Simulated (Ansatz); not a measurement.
# Decaying states in the gap of La2SOF2

Aim: relax a made-up compound, La2SOF2, and see how good a tunnel barrier it would be. It is built by putting S for part of the O in the LaOF structure of space group P4/nmm, with the volume rescaled by atomic radii. The parent structure comes from the Materials Project.

Method: PBE DFT, plane waves, PAW files, in the first sound run; inputs show where later runs differ, in Ansatz 0.2.0.

The structure was built from a prototype and need not be the compound's stable phase.

## Step 1: The starting structure

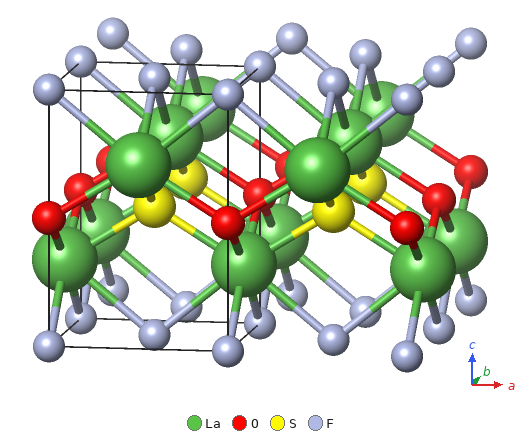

Start, viewed slightly off an axis; lanthanum green, oxygen red, sulfur yellow, fluorine light blue. 2×2×1 cells are drawn. Some periodic images of atoms are drawn too.

## Step 2: Cell and atoms at rest

The substituted atoms don't fit the parent's cell, so cell and atoms relax together. A small smearing keeps the run stable in case the gap closes on the way.

The input, input.yaml:

```yaml
crystal:
  lattice:
    - [4.1783942506, 0.0, 0.0]
    - [0.0, 4.1783942506, 0.0]
    - [0.0, 0.0, 5.9698695674]
  atoms:
    - { symbol: La, position: [0.5, 0.0, 0.71570579] }
    - { symbol: La, position: [0.0, 0.5, 0.28429421] }
    - { symbol: O, position: [0.0, 0.0, 0.5] }
    - { symbol: S, position: [0.5, 0.5, 0.5] }
    - { symbol: F, position: [0.5, 0.5, 0.0] }
    - { symbol: F, position: [0.0, 0.0, 0.0] }
kpoints:
  mp_grid: { grid: [6, 6, 4] }
scf:
  occupations: { method: gaussian, width: 0.03 }
hamiltonian:
  xc: pbe
output:
  forces: true
  stress: true
relax:
  f_tol: 0.02
  max_steps: 60
  cell: {}
```

Command:

```
$ ansatz run input.yaml --threads 2 --pin off --max-ram 4096MiB --backend cpu --events-out ev --progress --plain --runs-dir out
```

Numbers of over 12 decimals in the logs are rounded to 6 here.

The program printed:

```text
Engine: ansatz 0.2.0, x86_64-unknown-linux-gnu
Pseudopotentials: kind: paw
Pseudopotential: La, paw, valence charge 11, recommended cutoff 420 eV (normal), La.paw.azcp
Pseudopotential: O, paw, valence charge 6, recommended cutoff 420 eV (normal), O.paw.azcp
Pseudopotential: S, paw, valence charge 6, recommended cutoff 420 eV (normal), S.paw.azcp
Pseudopotential: F, paw, valence charge 7, recommended cutoff 420 eV (normal), F.paw.azcp
Functional definition: PBE
  parameter kappa = 0.804
  parameter beta = 0.066725
  exchange = pbe_x(kappa = kappa, mu = beta*pi^2/3)
  correlation = pbe_c(beta = beta)
Crystal: 6 atoms, lattice volume = 104.228 Å³
Basis set: ecut = 420 eV, 1987 PW (Γ), exchange–correlation on 60×60×80 points (8 copies of the dense FFT grid, shifted against one another)
Bands: 30, of which v1, the nominal top of the filled ones, is band 24 counted from 1 (23 counted from 0)
Symmetry: 8 space group operations
Space group: P-4m2 (ITA 115), of the structure as read, at distance tolerance 4.7e-5 Å
k-points: 30 of 144 (time reversal used)
Non-local potential: La, projectors of the file, l = 0: 3, l = 1: 2, l = 2: 2, l = 3: 3
Non-local potential: O, projectors of the file, l = 0: 2, l = 1: 2, l = 2: 1
Non-local potential: S, projectors of the file, l = 0: 2, l = 1: 2, l = 2: 2
Non-local potential: F, projectors of the file, l = 0: 2, l = 1: 2, l = 2: 1
PAW form: soft (Blöchl's): semilocal exchange-correlation on the pseudo side does not see the compensation charge
PAW one-centre angular grid: La, 590 points (default); XC on 64 Gauss nodes
PAW one-centre angular grid: O, 110 points (default); XC on 64 Gauss nodes
PAW one-centre angular grid: S, 110 points (default); XC on 64 Gauss nodes
PAW one-centre angular grid: F, 110 points (default); XC on 64 Gauss nodes
Initial density: superposition of atomic densities (neutral atoms: chi_scale 0, normalization atom), corrected by the library's trained network
Initial wavefunctions: pseudopotential atomic-orbital guess
Functional: x = pbe(κ = 0.804, μ = 0.219515), c = pbe(β = 0.066725)
SCF iter   1: F=—  HF=-15596.063534 eV  |F-HF|=—  |Δ(HF+E_count)|=         —  Δρ=3.44e-3  dr2=1.14e-2  ethr=1.77e-3  ⟨swp⟩=7.6  Hψ=4631  notcnv=0
preconditioner: auto → Resta (q_TF=auto, 2.398 Å⁻¹)  ε∞=4.6  [insulator: Δε(μ)=3.722 eV  Ē_g=12.788 eV  σ=0.030 eV  W_gap=1.00  n_scr=28 (ndim 8)  ℏωp=24.1 eV  f_vac=0.069  D(μ)=0.00/eV (n_scr^D=0)  ε∞_Penn≈4.6]
SCF iter   2: F=—  HF=-15596.060230 eV  |F-HF|=—  |Δ(HF+E_count)|=   3.30e-3  Δρ=1.70e-3  dr2=2.32e-3  ethr=2.38e-5  ⟨swp⟩=2.9  Hψ=2053  notcnv=0  defer=33
SCF iter   3: F=—  HF=-15596.060636 eV  |F-HF|=—  |Δ(HF+E_count)|=   4.06e-4  Δρ=8.59e-4  dr2=6.77e-4  ethr=4.82e-6  ⟨swp⟩=2.4  Hψ=1453  notcnv=0  defer=33
SCF iter   4: F=—  HF=-15596.060803 eV  |F-HF|=—  |Δ(HF+E_count)|=   1.67e-4  Δρ=2.60e-4  dr2=8.78e-5  ethr=1.41e-6  ⟨swp⟩=2.0  Hψ=1424  notcnv=0  defer=33
SCF iter   5: F=—  HF=-15596.060934 eV  |F-HF|=—  |Δ(HF+E_count)|=   1.32e-4  Δρ=1.74e-4  dr2=2.34e-5  ethr=1.83e-7  ⟨swp⟩=2.0  Hψ=1328  notcnv=0  defer=34
SCF iter   6: F=—  HF=-15596.060933 eV  |F-HF|=—  |Δ(HF+E_count)|=   9.13e-7  Δρ=4.38e-5  dr2=2.32e-6  ethr=4.88e-8  ⟨swp⟩=2.0  Hψ=1517  notcnv=0  defer=34
SCF iter   7: F=—  HF=-15596.060935 eV  |F-HF|=—  |Δ(HF+E_count)|=   1.42e-6  Δρ=1.42e-5  dr2=1.96e-7  ethr=4.84e-9  ⟨swp⟩=2.0  Hψ=1502  notcnv=0  defer=34
SCF iter   8: F=-15596.060935 eV  HF=-15596.060935 eV  |F-HF|=7.99e-9  |Δ(HF+E_count)|=   2.82e-7  Δρ=3.98e-6  dr2=1.35e-8  ethr=2.08e-10  ⟨swp⟩=4.4  Hψ=3198  notcnv=0
SCF 1 converged in 8 iterations: F = -15596.060935 eV  dr2 = 1.35e-8
  greatest PAW one-centre occupation: 0.972 electrons in one spin orbital (limit 2), on the La atom at site 0 (counted from 0), in its partial waves of l = 0
relax step   1: F+E_penalty+E_count = -15596.06093518 eV  Δ(F+E_penalty+E_count) = +0.000e0 eV  max|allowed force component| = 4.176e0 eV/Å  Δτ_max = 0.0000 Å  P = +17.646 GPa  Ω = 104.228 Å³  (8 SCF iters, dr2 threshold 1.00e-7 eV, accepted)
Crystal: 6 atoms, lattice volume = 112.186 Å³
Basis set: ecut = 420 eV, 2173 PW (Γ), exchange–correlation on 60×60×80 points (8 copies of the dense FFT grid, shifted against one another)
Initial density: handed on by an earlier stage of this run
Initial wavefunctions: those handed on with the density
iter 1 solved again at ethr=1.98e-3 eV; its pass at ethr=3.10e-3 eV (dr2=9.48e-1 eV) is discarded
SCF iter   1: F=—  HF=-15597.384358 eV  |F-HF|=—  |Δ(HF+E_count)|=         —  Δρ=2.24e-2  dr2=9.61e-1  ethr=1.98e-3  ⟨swp⟩=1.0  Hψ=7387  notcnv=0
preconditioner: auto → Resta (q_TF=auto, 2.368 Å⁻¹)  ε∞=4.9  [insulator: Δε(μ)=2.414 eV  Ē_g=11.257 eV  σ=0.030 eV  W_gap=1.00  n_scr=28 (ndim 8)  ℏωp=22.2 eV  f_vac=0.079  D(μ)=0.00/eV (n_scr^D=0)  ε∞_Penn≈4.9]
SCF iter   2: F=—  HF=-15597.202376 eV  |F-HF|=—  |Δ(HF+E_count)|=   1.82e-1  Δρ=1.09e-2  dr2=1.77e-1  ethr=1.98e-3  ⟨swp⟩=5.1  Hψ=1981  notcnv=0  defer=1
SCF iter   3: F=—  HF=-15597.172689 eV  |F-HF|=—  |Δ(HF+E_count)|=   2.97e-2  Δρ=7.23e-3  dr2=8.02e-2  ethr=3.69e-4  ⟨swp⟩=4.7  Hψ=2119  notcnv=0  defer=38
SCF iter   4: F=—  HF=-15597.159502 eV  |F-HF|=—  |Δ(HF+E_count)|=   1.32e-2  Δρ=1.82e-3  dr2=5.02e-3  ethr=1.67e-4  ⟨swp⟩=4.6  Hψ=1679  notcnv=0  defer=38
SCF iter   5: F=—  HF=-15597.159207 eV  |F-HF|=—  |Δ(HF+E_count)|=   2.95e-4  Δρ=1.02e-3  dr2=1.15e-3  ethr=1.05e-5  ⟨swp⟩=2.7  Hψ=1924  notcnv=0  defer=38
SCF iter   6: F=—  HF=-15597.159267 eV  |F-HF|=—  |Δ(HF+E_count)|=   6.01e-5  Δρ=3.02e-4  dr2=1.07e-4  ethr=2.39e-6  ⟨swp⟩=2.9  Hψ=1663  notcnv=0  defer=38
SCF iter   7: F=—  HF=-15597.159815 eV  |F-HF|=—  |Δ(HF+E_count)|=   5.49e-4  Δρ=1.04e-4  dr2=1.59e-5  ethr=2.24e-7  ⟨swp⟩=2.0  Hψ=1515  notcnv=0  defer=38
SCF iter   8: F=—  HF=-15597.159847 eV  |F-HF|=—  |Δ(HF+E_count)|=   3.18e-5  Δρ=4.07e-5  dr2=1.54e-6  ethr=3.32e-8  ⟨swp⟩=2.0  Hψ=1449  notcnv=0  defer=38
SCF iter   9: F=—  HF=-15597.159850 eV  |F-HF|=—  |Δ(HF+E_count)|=   2.39e-6  Δρ=3.80e-5  dr2=9.85e-7  ethr=1.25e-9  ⟨swp⟩=5.0  Hψ=3674  notcnv=0
SCF iter  10: F=-15597.159850 eV  HF=-15597.159850 eV  |F-HF|=9.05e-8  |Δ(HF+E_count)|=   2.74e-7  Δρ=4.47e-6  dr2=3.00e-8  ethr=1.25e-9  ⟨swp⟩=3.0  Hψ=3449  notcnv=0
SCF 2 converged in 10 iterations: F = -15597.159850 eV  dr2 = 3.00e-8
  greatest PAW one-centre occupation: 0.972 electrons in one spin orbital (limit 2), on the La atom at site 1 (counted from 0), in its partial waves of l = 0
relax step   2: F+E_penalty+E_count = -15597.15984994 eV  Δ(F+E_penalty+E_count) = -1.099e0 eV  max|allowed force component| = 6.707e-1 eV/Å  Δτ_max = 0.1931 Å  P = +2.925 GPa  Ω = 112.186 Å³  energy of the carried Pulay correction = -1.644e-2 eV  (10 SCF iters, dr2 threshold 6.00e-7 eV, accepted)
Crystal: 6 atoms, lattice volume = 116.968 Å³
Basis set: ecut = 420 eV, 2309 PW (Γ), exchange–correlation on 60×60×80 points (8 copies of the dense FFT grid, shifted against one another)
iter 1 solved again at ethr=9.54e-5 eV; its pass at ethr=3.10e-3 eV (dr2=4.58e-2 eV) is discarded
SCF iter   1: F=—  HF=-15597.218386 eV  |F-HF|=—  |Δ(HF+E_count)|=         —  Δρ=5.72e-3  dr2=4.66e-2  ethr=9.54e-5  ⟨swp⟩=2.0  Hψ=7562  notcnv=0
preconditioner: auto → Resta (q_TF=auto, 2.352 Å⁻¹)  ε∞=4.3  [insulator: Δε(μ)=3.304 eV  Ē_g=12.532 eV  σ=0.030 eV  W_gap=1.00  n_scr=28 (ndim 8)  ℏωp=22.8 eV  f_vac=0.084  D(μ)=0.00/eV (n_scr^D=0)  ε∞_Penn≈4.3]
SCF iter   2: F=—  HF=-15597.209024 eV  |F-HF|=—  |Δ(HF+E_count)|=   9.36e-3  Δρ=3.55e-3  dr2=1.08e-2  ethr=9.54e-5  ⟨swp⟩=4.6  Hψ=1962  notcnv=0  defer=1
SCF iter   3: F=—  HF=-15597.207891 eV  |F-HF|=—  |Δ(HF+E_count)|=   1.13e-3  Δρ=1.53e-3  dr2=3.89e-3  ethr=2.25e-5  ⟨swp⟩=2.1  Hψ=1384  notcnv=0
SCF iter   4: F=—  HF=-15597.208180 eV  |F-HF|=—  |Δ(HF+E_count)|=   2.89e-4  Δρ=9.13e-4  dr2=1.11e-3  ethr=8.10e-6  ⟨swp⟩=2.1  Hψ=1427  notcnv=0
SCF iter   5: F=—  HF=-15597.208137 eV  |F-HF|=—  |Δ(HF+E_count)|=   4.26e-5  Δρ=3.78e-4  dr2=1.78e-4  ethr=2.31e-6  ⟨swp⟩=2.0  Hψ=1572  notcnv=0
SCF iter   6: F=—  HF=-15597.208662 eV  |F-HF|=—  |Δ(HF+E_count)|=   5.25e-4  Δρ=8.10e-5  dr2=1.20e-5  ethr=3.71e-7  ⟨swp⟩=2.0  Hψ=1583  notcnv=0
SCF iter   7: F=—  HF=-15597.208686 eV  |F-HF|=—  |Δ(HF+E_count)|=   2.41e-5  Δρ=2.93e-5  dr2=1.03e-6  ethr=2.51e-8  ⟨swp⟩=2.0  Hψ=1512  notcnv=0
SCF iter   8: F=-15597.208688 eV  HF=-15597.208688 eV  |F-HF|=2.00e-8  |Δ(HF+E_count)|=   2.07e-6  Δρ=1.98e-5  dr2=3.06e-7  ethr=1.25e-9  ⟨swp⟩=5.0  Hψ=3673  notcnv=0
SCF 3 converged in 8 iterations: F = -15597.208688 eV  dr2 = 3.06e-7
relax step   3: F+E_penalty+E_count = -15597.20868819 eV  Δ(F+E_penalty+E_count) = -4.884e-2 eV  max|allowed force component| = 1.780e-1 eV/Å  Δτ_max = 0.0580 Å  P = -0.270 GPa  Ω = 116.968 Å³  energy of the carried Pulay correction = -2.576e-2 eV  (8 SCF iters, dr2 threshold 6.00e-7 eV, accepted)
[...]
relax step   4: F+E_penalty+E_count = -15597.22488060 eV  Δ(F+E_penalty+E_count) = -1.619e-2 eV  max|allowed force component| = 2.768e-2 eV/Å  Δτ_max = 0.0067 Å  P = -0.285 GPa  Ω = 116.951 Å³  energy of the carried Pulay correction = -2.572e-2 eV  (6 SCF iters, dr2 threshold 6.00e-7 eV, accepted)
[...]
relax step   5: F+E_penalty+E_count = -15597.22668572 eV  Δ(F+E_penalty+E_count) = -1.805e-3 eV  max|allowed force component| = 5.498e-3 eV/Å  Δτ_max = 0.0038 Å  P = +0.017 GPa  Ω = 116.478 Å³  energy of the carried Pulay correction = -2.482e-2 eV  (6 SCF iters, dr2 threshold 6.00e-7 eV, accepted)
[...]
relax step   6: F+E_penalty+E_count = -15597.27797193 eV  Δ(F+E_penalty+E_count) = -5.129e-2 eV  max|allowed force component| = 6.849e-3 eV/Å  Δτ_max = 0.0000 Å  P = +0.777 GPa  Ω = 116.478 Å³  stress off target by 8.75e-1 GPa  SCF on the basis re-selected at this cell (its energy is not comparable with the rows above)  (9 SCF iters)
[...]
relax step   7: F+E_penalty+E_count = -15597.27890575 eV  Δ(F+E_penalty+E_count) = -9.338e-4 eV  max|allowed force component| = 1.955e-2 eV/Å  Δτ_max = 0.0047 Å  P = +0.142 GPa  Ω = 117.467 Å³  energy of the carried Pulay correction = -1.990e-3 eV  (7 SCF iters, dr2 threshold 6.00e-7 eV, accepted)
[...]
relax step   8: F+E_penalty+E_count = -15597.27861383 eV  Δ(F+E_penalty+E_count) = +2.919e-4 eV  max|allowed force component| = 4.193e-3 eV/Å  Δτ_max = 0.0008 Å  P = -0.004 GPa  Ω = 117.650 Å³  energy of the carried Pulay correction = -2.376e-3 eV  (6 SCF iters, dr2 threshold 5.87e-8 eV, accepted)
iter 1 solved again at ethr=2.03e-7 eV; its pass at ethr=3.10e-3 eV (dr2=9.76e-5 eV) is discarded
SCF iter   1: F=—  HF=-15597.280798 eV  |F-HF|=—  |Δ(HF+E_count)|=         —  Δρ=8.07e-5  dr2=1.05e-6  ethr=2.03e-7  ⟨swp⟩=6.2  Hψ=7508  notcnv=0
preconditioner: auto → Resta (q_TF=auto, 2.350 Å⁻¹)  ε∞=4.4  [insulator: Δε(μ)=3.174 eV  Ē_g=12.398 eV  σ=0.030 eV  W_gap=1.00  n_scr=28 (ndim 8)  ℏωp=22.7 eV  f_vac=0.075  D(μ)=0.00/eV (n_scr^D=0)  ε∞_Penn≈4.4]
SCF iter   2: F=—  HF=-15597.280961 eV  |F-HF|=—  |Δ(HF+E_count)|=   1.63e-4  Δρ=3.75e-5  dr2=4.33e-7  ethr=2.19e-9  ⟨swp⟩=2.0  Hψ=1562  notcnv=0
SCF iter   3: F=—  HF=-15597.280967 eV  |F-HF|=—  |Δ(HF+E_count)|=   6.27e-6  Δρ=1.92e-5  dr2=8.52e-8  ethr=9.02e-10  ⟨swp⟩=2.0  Hψ=1257  notcnv=0
SCF iter   4: F=—  HF=-15597.280969 eV  |F-HF|=—  |Δ(HF+E_count)|=   1.70e-6  Δρ=6.32e-6  dr2=3.65e-8  ethr=1.77e-10  ⟨swp⟩=2.0  Hψ=1548  notcnv=0
SCF iter   5: F=—  HF=-15597.280969 eV  |F-HF|=—  |Δ(HF+E_count)|=  8.55e-11  Δρ=7.67e-7  dr2=1.34e-9  ethr=7.60e-11  ⟨swp⟩=2.3  Hψ=1382  notcnv=0
SCF iter   6: F=—  HF=-15597.280969 eV  |F-HF|=—  |Δ(HF+E_count)|=   4.31e-9  Δρ=3.42e-7  dr2=1.82e-10  ethr=2.80e-12  ⟨swp⟩=2.0  Hψ=1587  notcnv=0
SCF iter   7: F=-15597.280969 eV  HF=-15597.280969 eV  |F-HF|=1.82e-11  |Δ(HF+E_count)|=  4.18e-10  Δρ=7.95e-8  dr2=9.29e-12  ethr=1.00e-12  ⟨swp⟩=5.0  Hψ=3329  notcnv=0
SCF 9 converged in 7 iterations: F = -15597.280969 eV  dr2 = 9.29e-12
relax step   9: F+E_penalty+E_count = -15597.28096913 eV  Δ(F+E_penalty+E_count) = -2.355e-3 eV  max|allowed force component| = 4.341e-3 eV/Å  Δτ_max = 0.0000 Å  P = +0.006 GPa  Ω = 117.650 Å³  stress off target by 1.01e-2 GPa  SCF on the basis re-selected at this cell (its energy is not comparable with the rows above)  (7 SCF iters)
basis re-selected at this cell: Δ(F+E_penalty+E_count) = -2.355e-3 eV, ΔP = +0.011 GPa vs the last step (what re-selecting the basis moved, of the pressure what is left beyond the Pulay correction that the steps carried, after the strain that the cell walked since its last selection, with what the two solves' SCF thresholds leave and, on support functions, any second-order correction that the steps lacked; it is no m [...]
SCF converged after 7 iterations
Free energy (F): -15597.280969 eV
Harris-Foulkes:  -15597.280969 eV  (|F-HF|=1.82e-11)
Internal energy: -15597.280969 eV  (E = F + TS)
E sigma→0 (E₀):  -15597.280969 eV
Fermi energy:    9.284227 eV
--- Per-component energies (eV) ---
  E_band       = -145.429968
  E_kinetic    = 1078.264636
  E_local      = -2414.498547  (includes V_loc(G=0)·N_el)
  E_nonlocal   = 416.523202
  E_hartree    = 879.648016
  E_xc         = -611.421864
  E_vxc        = -683.910014  (∫ρ·V_xc dr)
  E_paw        = -11993.202862  (= ΣΔE_a)
  E_vpaw       = -301.111824  (= ΣTr[D̂ρ^β])
  E_aug_tail   = 0.006478  (compensation charges beyond the density's cutoff)
  E_ewald      = -2952.600028
  E_smearing   = -0.000000  (= −TS)
  E_closure    = -0.000000  (closes the sum)
  Σ components = -15597.280969   (vs F -15597.280969, Δ=0.00e0)
--- Forces (eV/Å), atoms counted from 1 ---
  atom   1  La     0.00000000    -0.00000000    -0.00434106
  atom   2  La     0.00000000    -0.00000000     0.00434106
  atom   3  O     -0.00000000     0.00000000    -0.00000000
  atom   4  S      0.00000000    -0.00000000     0.00000000
  atom   5  F      0.00000000    -0.00000000     0.00000000
  atom   6  F      0.00000000    -0.00000000     0.00000000
  max |Σ_I F_I| component: 7.16e-18 eV/Å
--- Stress (GPa, compression-positive) ---
        0.010141      -0.000000       0.000000
       -0.000000       0.010141       0.000000
        0.000000       0.000000      -0.001488
  P = ⅓ Tr σ = 0.0063 GPa (0.063 kbar)
--- Relaxed structure (7 steps of the walk, 7 accepted, 2 SCFs on fresh bases) ---
  F+E_penalty+E_count = -15597.28096913 eV   max|allowed force component| = 4.341e-3 eV/Å   (the final SCF, on the basis selected at the relaxed cell)
  cell:  # Å, volume = 117.6500 Å³
    - [4.383187, 0, 0]
    - [0, 4.383187, 0.0]
    - [0, 0.0, 6.123669]
  atoms:
    - { symbol: La, position: [0.5, 0, 0.739432] }
    - { symbol: La, position: [0, 0.5, 0.260568] }
    - { symbol: O, position: [0, 0.0, 0.500000] }
    - { symbol: S, position: [0.5, 0.5, 0.500000] }
    - { symbol: F, position: [0.5, 0.5, -1.9371986343439373e-19] }
    - { symbol: F, position: [0, 0, -1.9371986343439373e-19] }
```

Elapsed: 26 s, on 2 threads of AMD EPYC 9R14 (Zen 4), shared host; peak memory 0.49 GiB.

The steps of the relaxation:

```
step  energy less that of the first step (eV)  largest force component (eV/Å)  pressure (GPa)  volume (Å³)
   1                                   0.0000                          4.1762           17.65       104.23
   2                                  -1.0989                          0.6707            2.93       112.19
   3                                  -1.1478                          0.1780           -0.27       116.97
   4                                  -1.1639                          0.0277           -0.29       116.95
   5                                  -1.1658                          0.0055            0.02       116.48
  6*                                  -1.2170                          0.0068            0.78       116.48
   7                                  -1.2180                          0.0195            0.14       117.47
   8                                  -1.2177                          0.0042            0.00       117.65
  9*                                  -1.2200                          0.0043            0.01       117.65
```

Relaxation steps marked * repeat the geometry before them on a plane-wave basis chosen anew for their cell, so energy and pressure can jump there.

The run keeps the 8 symmetry operations that it works with, so distortions that break them were not tested.

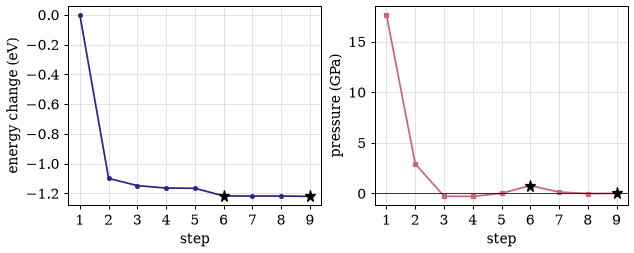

Energy and pressure along the relaxation. Stars mark steps on a basis chosen anew.

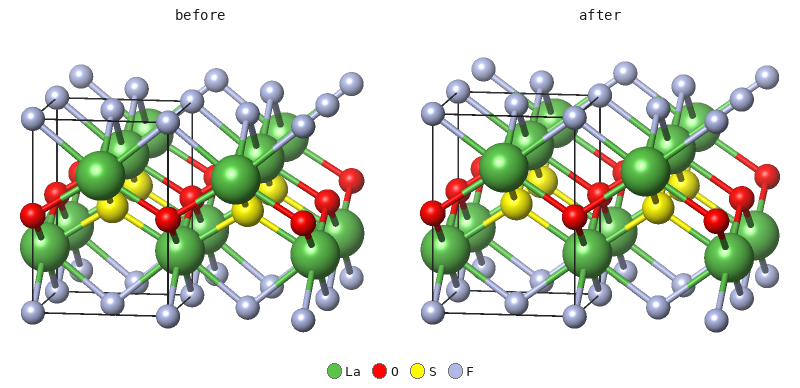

The structure before and after the relaxation, drawn at the same scale.

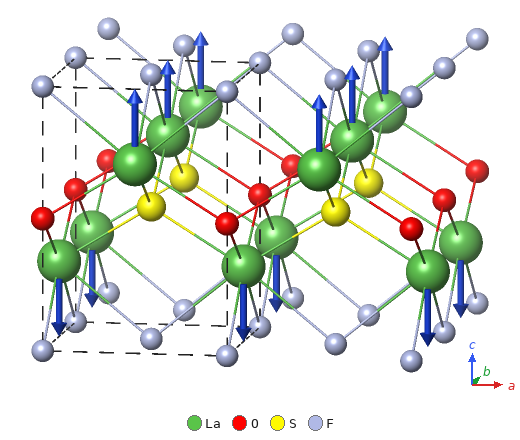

Displacements in the relaxation, exaggerated, measured against the changing cell; the longest in the cell stands for 0.15 Å. 2×2×1 cells are drawn. Some periodic images of atoms are drawn too.

```
conventional cell, symmetrised  before  after   change
                         a (Å)   4.178  4.383   +4.9 %
                         b (Å)   4.178  4.383   +4.9 %
                         c (Å)   5.970  6.124   +2.6 %
              volume (Å³/atom)   17.37  19.61  +12.9 %
```

The atoms that moved most (Å, as changes of fractional coordinates times the final cell):

```
atom     dx     dy      dz  length
 La1  0.000  0.000   0.145   0.145
 La2  0.000  0.000  -0.145   0.145
```

The relaxed structure:

```xyz
6
Lattice="4.3832 0.0000 0.0000 0.0000 4.3832 0.0000 0.0000 0.0000 6.1237" Properties=species:S:1:pos:R:3 pbc="T T T"
La    2.1916    0.0000    4.5280
La    0.0000    2.1916    1.5956
O     0.0000    0.0000    3.0618
S     2.1916    2.1916    3.0618
F     2.1916    2.1916    0.0000
F     0.0000    0.0000    0.0000
```

Numbers from this step:

| Quantity | Value |
| --- | --- |
| free energy | -15597.2810 eV |
| Fermi energy | 9.284 eV |
| pressure | 0.006265 GPa |

The largest force component on a free atom ends at 0.0043 eV/Å.

[end of part 1 of 3]

[Logs are printed without paths, hosts, clocks, repeated set-up lines and the standing remarks that a program may print on its own settings, such as how far it seeks lower states.]

[Hosts, paths, dates, database ids (printed as entryN), source tags and the programs' standing remarks are cut or masked in the printed files.]
